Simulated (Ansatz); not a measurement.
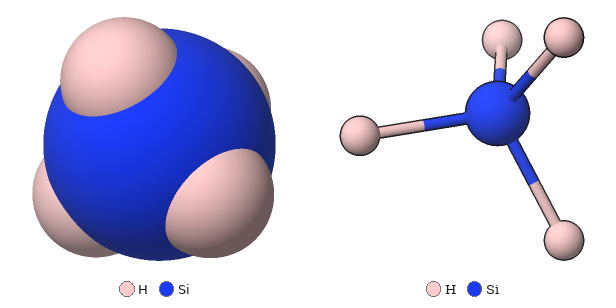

The same structure drawn twice, from different directions.

The geometry was computed by an optimisation with PBE0-D4/def2-TZVP.

Description:

Formula SiH₄. The point group is Td. Coordination: 1 Si tetrahedral.
